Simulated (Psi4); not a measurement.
# [B2H2F2]− (SMILES [BH2-]B(F)F): levels of theory compared

Aim: a comparison of 5 runs (UHF/STO-3G, UTPSSh/6-31G*, UPBE0/def2-SVP, UPBE0/6-311G**, UMP2/STO-3G) of [B2H2F2]−. 

The results are computed with Psi4 1.11.

**1. The structure to begin with**

[B2H2F2]− has 6 atoms, charge -1, and is taken as a doublet. As SMILES, `[BH2-]B(F)F`. Geometry: relaxed at GFN2-xTB.

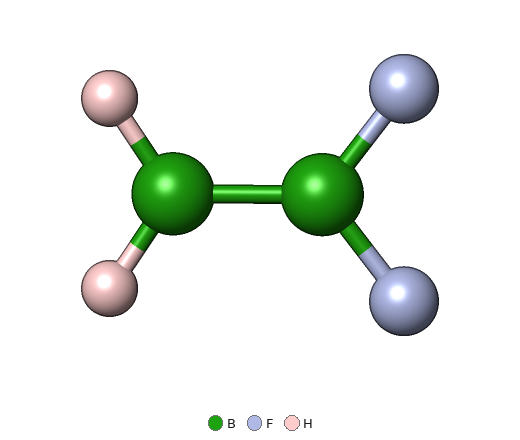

The structure, seen from a chosen angle (boron green, fluorine light blue, hydrogen pink).

**2. Energy and forces at UHF/STO-3G (run 1)**

calc.dat reads:

```
memory 1.6 GB

molecule m {
  -1 2
  B     -0.61998135     1.42209450    -0.41696807
  B      0.52846191    -1.20723264     0.35356776
  F     -0.09805789    -3.61209810    -0.64403756
  F      2.40528121    -1.68591916     2.20043489
  H     -2.22921542     1.67936181    -2.01730154
  H      0.01351154     3.40379359     0.52430451
  units bohr
  symmetry c1
}

set {
  basis STO-3G
  reference uhf
  puream true
  e_convergence 1e-09
  d_convergence 1e-08
  scf_type pk
  maxiter 200
}

e, wfn = gradient('hf', return_wfn=True)
```

The run is started by

```console
$ psi4 -n 1 calc.dat calc.out
```

calc.out:

```text
[...]
  Running in c1 symmetry.
[...]
  Nuclear repulsion =   91.248502672931494
[...]
  Multiplicity = 2
[...]
  Nalpha       = 16
  Nbeta        = 15
[...]
    Number of basis functions: 22
[...]
   @UHF iter   1:  -245.84066914236027   -2.43529e+00   1.28408e-02 DIIS/ADIIS
[...]
   @UHF iter  13:  -245.90481482217211    0.00000e+00   4.65983e-09 DIIS
[...]
   @S^2 Observed:                7.550035828E-01
[...]
    Orbital Energies [Eh]
    ---------------------
    Alpha Occupied:
       1A    -25.591984     2A    -25.591456     3A     -7.110688
       4A     -6.967983     5A     -1.206490     6A     -1.167743
       7A     -0.408941     8A     -0.330499     9A     -0.259280
      10A     -0.254711    11A     -0.235031    12A     -0.184052
      13A     -0.157651    14A     -0.124538    15A     -0.081184
      16A      0.092492
    Alpha Virtual:
      17A      0.634549    18A      0.847960    19A      0.925974
      20A      1.038799    21A      1.197009    22A      1.247598
[...]
  @UHF Final Energy:  -245.90481482217211
   => Energetics <=
    Nuclear Repulsion Energy =             91.2485026729314939
    One-Electron Energy =                -535.2335192517232372
    Two-Electron Energy =                 198.0802017566196014
    Total Energy =                       -245.9048148221721135
  UHF NO Occupations:
  HONO-2 :   14  A 1.9993321
  HONO-1 :   15  A 1.9984063
[...]
 Multipole Moments:
 ------------------------------------------------------------------------------------
     Multipole            Electronic (a.u.)      Nuclear  (a.u.)        Total (a.u.)
 ------------------------------------------------------------------------------------
 L = 1.  Multiply by 2.5417464519 to convert [e a0] to [Debye]
 Dipole X            :          2.2197791           -1.5402047            0.6795743
 Dipole Y            :         -5.0881296            3.5327916           -1.5553380
 Dipole Z            :          1.4945135           -1.0375927            0.4569208
 Magnitude           :                                                    1.7577469
[...]
  -Total Gradient:
     Atom            X                  Y                   Z
    ------   -----------------  -----------------  -----------------
       1        0.011448218825    -0.026328116887     0.007915162815
       2       -0.023937303647     0.056491810091    -0.016540518122
       3       -0.007964908974    -0.045840416379    -0.014825516860
       4        0.033356596199    -0.013737924471     0.032212211739
       5       -0.017890640425     0.005966105817    -0.017314307855
       6        0.004988038024     0.023448541829     0.008552968283
[...]
```

Run time: 1.6 s. Hardware: 1 thread of Intel Xeon Platinum 8488C (Sapphire Rapids), shared host; peak memory 0.18 GiB.

**3. A single-point energy at UTPSSh/6-31G(d) (spherical functions) (run 2)**

run.py reads:

```python
import psi4

psi4.set_memory('1600 MB')
psi4.set_num_threads(1)
psi4.set_output_file('output.dat', False)

mol = psi4.geometry("""
-1 2
B     -0.61998135     1.42209450    -0.41696807
B      0.52846191    -1.20723264     0.35356776
F     -0.09805789    -3.61209810    -0.64403756
F      2.40528121    -1.68591916     2.20043489
H     -2.22921542     1.67936181    -2.01730154
H      0.01351154     3.40379359     0.52430451
units bohr
symmetry c1
""")

options = {'basis': '6-31G*', 'reference': 'uks', 'puream': True, 'e_convergence': 1e-09, 'd_convergence': 1e-08, 'scf_type': 'pk', 'dft_radial_points': 99, 'dft_spherical_points': 590, 'maxiter': 200}
psi4.set_options(options)

e_tot, wfn = psi4.energy('tpssh', return_wfn=True)
psi4.oeprop(wfn, 'QUADRUPOLE', 'DIPOLE', 'MULLIKEN_CHARGES', title='TPSSH')
print(f'tpssh energy: {e_tot:.10f} Eh')
```

The run is started by

```console
$ python run.py
```

output.dat:

```text
[...]
  Running in c1 symmetry.
[...]
  Nuclear repulsion =   91.248502672931494
[...]
  Multiplicity = 2
[...]
  Nalpha       = 16
  Nbeta        = 15
[...]
    Number of basis functions: 60
[...]
   @UKS iter   1:  -250.50657756826268   -6.25115e-01   9.26890e-03 ADIIS/DIIS
[...]
   @UKS iter  12:  -250.67491118076728   -1.84741e-12   4.88710e-09 DIIS
[...]
   @S^2 Observed:                7.530185392E-01
[...]
  @UKS Final Energy:  -250.67491118076728
   => Energetics <=
    Nuclear Repulsion Energy =             91.2485026729314939
    One-Electron Energy =                -535.2454787659519297
    Two-Electron Energy =                 220.5793512521318576
    DFT Exchange-Correlation Energy =     -27.2572863398787248
    Empirical Dispersion Energy =           0.0000000000000000
    VV10 Nonlocal Energy =                  0.0000000000000000
    Total Energy =                       -250.6749111807672818
[...]
 Multipole Moments:
 ------------------------------------------------------------------------------------
     Multipole            Electronic (a.u.)      Nuclear  (a.u.)        Total (a.u.)
 ------------------------------------------------------------------------------------
 L = 1.  Multiply by 2.5417464519 to convert [e a0] to [Debye]
 Dipole X            :          2.1632386           -1.5402047            0.6230338
 Dipole Y            :         -4.9583136            3.5327916           -1.4255221
 Dipole Z            :          1.4567849           -1.0375927            0.4191922
 Magnitude           :                                                    1.6112127
 L = 2.  Multiply by 1.3450342976 to convert [e a0^2] to [Debye ang]
 Quadrupole XX       :        -70.6433020           49.6115092          -21.0317929
 Quadrupole XY       :         22.4458092          -19.7437664            2.7020427
[...]
  Mulliken Charges: (a.u.)
   Center  Symbol    Alpha    Beta     Spin     Total
       1     B     3.11300  2.30833  0.80467 -0.42134
       2     B     2.37431  2.11875  0.25556  0.50694
       3     F     4.70618  4.68439  0.02179 -0.39057
       4     F     4.70586  4.68406  0.02181 -0.38992
       5     H     0.55034  0.60225 -0.05192 -0.15259
       6     H     0.55031  0.60222 -0.05191 -0.15253
   Total alpha = 16.00000, Total beta = 15.00000, Total charge = -1.00000
```

The script printed:

```text
tpssh energy: -250.6749111808 Eh
```

Run time: 31 s. Hardware: 1 thread of Intel Xeon Platinum 8488C (Sapphire Rapids), shared host; peak memory 0.87 GiB.

**4. Energy and forces at UPBE0/def2-SVP (run 3)**

b2f2h2.xyz reads:

```xyz
6
B2F2H2
B     -0.328080     0.752540    -0.220650
B      0.279650    -0.638840     0.187100
F     -0.051890    -1.911440    -0.340810
F      1.272820    -0.892150     1.164420
H     -1.179650     0.888680    -1.067510
H      0.007150     1.801210     0.277450
```

run.py reads:

```python
import psi4

psi4.set_memory('1600 MB')
psi4.set_num_threads(1)
psi4.set_output_file('output.dat', False)

with open('b2f2h2.xyz') as f:
    atoms = ''.join(f.readlines()[2:])
molecule = psi4.geometry('-1 2\n' + atoms + 'symmetry c1')

options = {'basis': 'def2-SVP', 'reference': 'uks', 'puream': True, 'e_convergence': 1e-09, 'd_convergence': 1e-08, 'scf_type': 'pk', 'dft_radial_points': 99, 'dft_spherical_points': 590, 'maxiter': 200}
psi4.set_options(options)

E, wfn = psi4.gradient("pbe0", molecule=molecule, return_wfn=True)
print('gradient / Eh bohr^-1')
print(E.np.round(6))
print(f'energy = {wfn.energy():.10f} Eh')
```

The run is started by

```console
$ python run.py
```

output.dat:

```text
[...]
  Running in c1 symmetry.
[...]
  Nuclear repulsion =   91.248502597413122
[...]
  Multiplicity = 2
[...]
  Nalpha       = 16
  Nbeta        = 15
[...]
    Number of basis functions: 66
[...]
   @UKS iter   1:  -250.04919508261514   -7.03098e-01   8.36337e-03 ADIIS/DIIS
[...]
   @UKS iter  12:  -250.23449996271262   -2.44427e-12   3.75828e-09 DIIS
[...]
   @S^2 Observed:                7.526671305E-01
[...]
  @UKS Final Energy:  -250.23449996271262
   => Energetics <=
    Nuclear Repulsion Energy =             91.2485025974131219
    One-Electron Energy =                -534.5211828266196790
    Two-Electron Energy =                 215.6144424749478503
    DFT Exchange-Correlation Energy =     -22.5762622084539011
    Empirical Dispersion Energy =           0.0000000000000000
    VV10 Nonlocal Energy =                  0.0000000000000000
    Total Energy =                       -250.2344999627126185
[...]
 Multipole Moments:
 ------------------------------------------------------------------------------------
     Multipole            Electronic (a.u.)      Nuclear  (a.u.)        Total (a.u.)
 ------------------------------------------------------------------------------------
 L = 1.  Multiply by 2.5417464519 to convert [e a0] to [Debye]
 Dipole X            :          2.1473211           -1.5402047            0.6071163
 Dipole Y            :         -4.9216216            3.5327916           -1.3888300
 Dipole Z            :          1.4459656           -1.0375927            0.4083729
 Magnitude           :                                                    1.5697794
[...]
  -Total Gradient:
     Atom            X                  Y                   Z
    ------   -----------------  -----------------  -----------------
       1        0.011075654857    -0.025428092061     0.007617841573
       2       -0.025954762929     0.060665269157    -0.017799625893
       3       -0.002405114135    -0.022158945658    -0.005628522971
       4        0.015278043922    -0.008332426487     0.014522574124
       5        0.006544784940     0.001910838314     0.006942742200
       6       -0.004523490504    -0.006693800002    -0.005642825720
[...]
```

On the terminal:

```text
gradient / Eh bohr^-1
[[ 0.011076 -0.025428  0.007618]
 [-0.025955  0.060665 -0.0178  ]
 [-0.002405 -0.022159 -0.005629]
 [ 0.015278 -0.008332  0.014523]
 [ 0.006545  0.001911  0.006943]
 [-0.004523 -0.006694 -0.005643]]
energy = -250.2344999627 Eh
```

Run time: 15 s. Hardware: 1 thread of Intel Xeon Platinum 8488C (Sapphire Rapids), shared host; peak memory 0.78 GiB.

Run 4 isn't shown in full; the table further down has it.

**5. A single-point energy at UMP2/STO-3G (run 5)**

run_ase.py reads:

```python
import numpy as np
from ase.calculators.psi4 import Psi4
from ase import Atoms

mol = Atoms(['B', 'B', 'F', 'F', 'H', 'H'], positions=[
    [-0.328080, 0.752540, -0.220650],
    [0.279650, -0.638840, 0.187100],
    [-0.051890, -1.911440, -0.340810],
    [1.272820, -0.892150, 1.164420],
    [-1.179650, 0.888680, -1.067510],
    [0.007150, 1.801210, 0.277450],
])
calc = Psi4(atoms=mol, method='mp2', basis='STO-3G', memory='1600MB', num_threads=1, charge=-1, multiplicity=2, label='b2f2h2', reference='uhf')
calc.psi4.set_options({'puream': True, 'e_convergence': 1e-09, 'd_convergence': 1e-08, 'scf_type': 'pk', 'num_frozen_docc': 4, 'mp2_type': 'conv', 'maxiter': 200})
mol.calc = calc

print(f'energy: {mol.get_potential_energy():.6f} eV')
```

The run is started by

```console
$ python run_ase.py
```

b2f2h2.dat:

```text
[...]
  Running in c1 symmetry.
[...]
  Nuclear repulsion =   91.248502597413122
[...]
  Multiplicity = 2
[...]
  Nalpha       = 16
  Nbeta        = 15
[...]
    Number of basis functions: 22
[...]
   @UHF iter   1:  -245.84066914126103   -2.43529e+00   1.28408e-02 ADIIS/DIIS
[...]
   @UHF iter  13:  -245.90481482146720    0.00000e+00   4.65983e-09 DIIS
[...]
   @S^2 Observed:                7.550035828E-01
[...]
    Orbital Energies [Eh]
    ---------------------
    Alpha Occupied:
       1A    -25.591984     2A    -25.591456     3A     -7.110688
       4A     -6.967983     5A     -1.206490     6A     -1.167743
       7A     -0.408941     8A     -0.330499     9A     -0.259280
      10A     -0.254711    11A     -0.235031    12A     -0.184052
      13A     -0.157651    14A     -0.124538    15A     -0.081184
      16A      0.092492
    Alpha Virtual:
      17A      0.634549    18A      0.847960    19A      0.925974
      20A      1.038799    21A      1.197009    22A      1.247598
[...]
  @UHF Final Energy:  -245.90481482146720
   => Energetics <=
    Nuclear Repulsion Energy =             91.2485025974131219
    One-Electron Energy =                -535.2335191118339708
    Two-Electron Energy =                 198.0802016929536649
    Total Energy =                       -245.9048148214671983
  UHF NO Occupations:
  HONO-2 :   14  A 1.9993321
  HONO-1 :   15  A 1.9984063
[...]
 Multipole Moments:
 ------------------------------------------------------------------------------------
     Multipole            Electronic (a.u.)      Nuclear  (a.u.)        Total (a.u.)
 ------------------------------------------------------------------------------------
 L = 1.  Multiply by 2.5417464519 to convert [e a0] to [Debye]
 Dipole X            :          2.2197791           -1.5402047            0.6795743
 Dipole Y            :         -5.0881296            3.5327916           -1.5553380
 Dipole Z            :          1.4945135           -1.0375927            0.4569208
 Magnitude           :                                                    1.7577469
[...]
	SCS-MP2 Total Energy (a.u.)        :  -246.00904321564639
	SOS-MP2 Total Energy (a.u.)        :  -246.01145339858115
	SCSN-MP2 Total Energy (a.u.)       :  -245.93540072381484
[...]
	SOS-PI-MP2 Total Energy (a.u.)     :  -246.01965636605146
[...]
	MP2 Total Energy (a.u.)            :  -246.00422284977685
[...]
```

The script printed:

```text
energy: -6694.115872 eV
```

It took 1.7 s on 1 thread of Intel Xeon Platinum 8488C (Sapphire Rapids), shared host; peak memory 0.19 GiB.

**6. All runs side by side**

```csv
run,level,task,integration grid,energy (Eh),HOMO energy (eV),LUMO energy (eV),⟨S²⟩,wall time
1,UHF/STO-3G,gradient,–,-245.904815,2.52,14.27,0.755,1.6 s
2,UTPSSh/6-31G* (spherical functions),energy,99 radial × 590 angular,-250.674911,1.72,4.22,0.753,31 s
3,UPBE0/def2-SVP,gradient,99 radial × 590 angular,-250.234500,0.66,4.04,0.753,15 s
4,UPBE0/6-311G**,gradient,99 radial × 590 angular,-250.496513,0.54,3.92,0.753,20 s
5,UMP2/STO-3G,energy,–,-246.004223,2.52,14.27,0.755,1.7 s
```

**7. Summary of results**

```
                                                         quantity          value
                                              run 5: total energy  -246.00422 Eh
run 5: HOMO energy (Hartree–Fock orbitals) (highest over α and β)        2.52 eV
 run 5: LUMO energy (Hartree–Fock orbitals) (lowest over α and β)       14.27 eV
               run 5: correlation energy (4 core orbitals frozen)      -99.4 mEh
                         run 5: ⟨S²⟩ of the reference determinant          0.755
```

Totals of different functionals can't be ranked against each other. In runs 1, 2, 3, 4, 5 the HOMO lies above zero, so the outermost electron may be held by the basis alone. In runs 1, 5 the basis is minimal, so the values are rough. All runs together took 68 s, the longest 31 s.
